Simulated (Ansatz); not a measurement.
**CH3NSi: rigid scan of one bond length from a Python script**

How does the energy of CH3NSi change as one bond is stretched? Aim: a rigid scan of one bond length, for CH3NSi, run from a script. SMILES: C1=N[SiH2]1.

Computed with Ansatz 0.2.0 through its Python package. Level of theory: B3LYP+D3(BJ)/6-31G*.

## 1. The structure

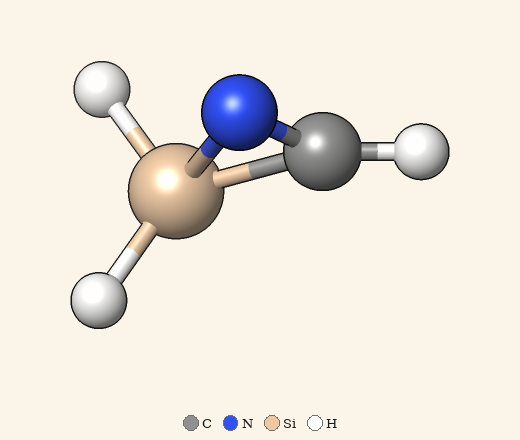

The structure that the script starts from, seen from a chosen angle (carbon grey, nitrogen blue, silicon light orange, hydrogen white).

The script reads ch3nsi.xyz:

```xyz
6

C    -0.41180   -0.98130   -0.11860
N     0.73760   -0.89620    0.25690
Si   -0.02500    0.74200   -0.02810
H    -1.09510   -1.72830   -0.34660
H     0.80800    1.36300   -1.11350
H     0.02840    1.43670    1.30360
```

## 2. Script

ch3nsi.py

```python
"""Potential curve of CH3NSi along one bond."""

import ansatz as az
import numpy as np


def main() -> None:
    ch3nsi = az.Crystal.molecule_from_extxyz("ch3nsi.xyz")

    symbols = [site.symbol for site in ch3nsi.cartesian_sites]
    start = np.array([site.position_ang for site in ch3nsi.cartesian_sites])
    axis = (start[5] - start[2]) / np.linalg.norm(start[5] - start[2])
    moving = [5]
    lengths, energies = [1.323, 1.383, 1.443, 1.503, 1.563, 1.623, 1.683, 1.773], []
    for length in lengths:
        xyz = start.copy()
        xyz[moving] += (length - np.linalg.norm(start[5] - start[2])) * axis
        point = az.Crystal.molecule()
        for symbol, place in zip(symbols, xyz):
            point = point.atom(symbol, place.tolist())
        model = point.calculation()
        model = model.basis(gaussian="6-31G*")
        model = model.functional("b3lyp", dispersion="d3bj")
        data = model.run().report
        energies.append(data["free_energy_ev"])
        print(f"r = {length:6.3f} A  E = {energies[-1]:.5f} eV  <S^2> = {abs(data['mean_field']['state']['spin_squared']):.3f}")

    # quartic fit about the minimum
    fit = np.polynomial.Polynomial.fit(lengths, np.array(energies) - min(energies), 4).convert()
    roots = [r.real for r in fit.deriv().roots() if abs(r.imag) < 1e-9 and fit.deriv(2)(r.real) > 0]
    r_e = min(roots, key=lambda r: abs(r - lengths[int(np.argmin(energies))]))
    print(f"minimum of the fit at {r_e:.4f} A, force constant {fit.deriv(2)(r_e):.2f} eV/A^2")


if __name__ == "__main__":
    main()
```

## 3. The run

Started as:

```sh
python ch3nsi.py
```

Without the output at hand: what should come out? Wanted: range of energy; lowest point, distance.

As calculated:

| quantity | value |
| --- | --- |
| bond length at the fit's minimum | 1.4782 Å |
| runs compared | 8 |
| range of energy | 0.522 eV |
| lowest point, distance (Å) | 1.50 |

In words: The curve has its lowest point inside the range, at 1.50. The ends stand 0.282 and 0.522 eV above it. The distance scanned is the script's pair 2, 5. The rest of the molecule is held rigid at a force-field or estimated start geometry, and the basis set is modest; single-reference methods fail as a bond breaks. b3lyp holds the VWN-RPA fit, as in Gaussian; the form of ORCA and Turbomole is b3lyp5. The orbitals are restricted, so S² is zero by construction.
